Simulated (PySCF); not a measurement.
# C6H7N3O: the cost of one run

Computed with PySCF 2.14.0 and routines of our own; the level stands in each step. Atoms count from 0.

## (1) The system as given

17 atoms, charge 0, multiplicity 1; geometry from: GFN2-xTB.

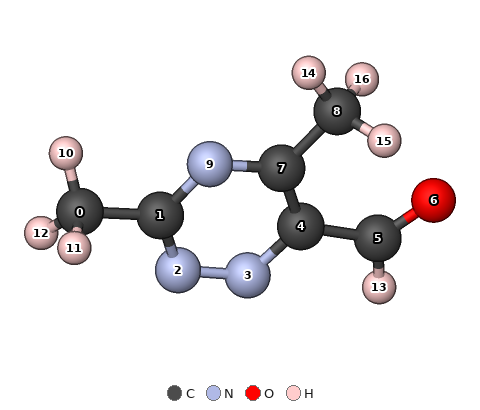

The starting geometry (carbon dark grey, nitrogen light blue, oxygen red, hydrogen pink).

## (2) Magnetic properties: GIAO B3LYP/pcSseg-1

What the job is given:

```
{"job": {"kind": "mag", "xc": "B3LYP", "basis": "pcSseg-1", "isotopologues": 0}, "charge": 0, "multiplicity": 1}
C      2.822468    -0.957003    -0.501966
C      1.509058    -0.268825    -0.423646
N      1.378396     0.894396    -1.058500
N      0.251598     1.522758    -0.996287
C     -0.768174     1.014044    -0.309829
C     -1.996869     1.825160    -0.319900
O     -3.027351     1.543295     0.233718
C     -0.623662    -0.224694     0.360234
C     -1.708351    -0.861525     1.143177
N      0.541047    -0.849039     0.284142
H      2.684207    -2.028848    -0.393982
H      3.454163    -0.607203     0.314209
H      3.313962    -0.715851    -1.439822
H     -1.874049     2.752139    -0.907410
H     -1.356883    -1.802210     1.557965
H     -2.030824    -0.194254     1.941380
H     -2.575734    -1.030309     0.506608
```

Level: GIAO B3LYP/pcSseg-1 magnetisability, rotational g tensor and spin-rotation constants, non-relativistic, gas phase.

Launch:

```console
OMP_NUM_THREADS=1 python excited_run.py task.json out
```

The driver reads the jobs from task.json and runs them one after another.

Q: Estimate the wall time and peak memory of this first job on 1 thread of Arm Neoverse V2, shared host.

About 45 s, with a peak of 0.99 GiB.
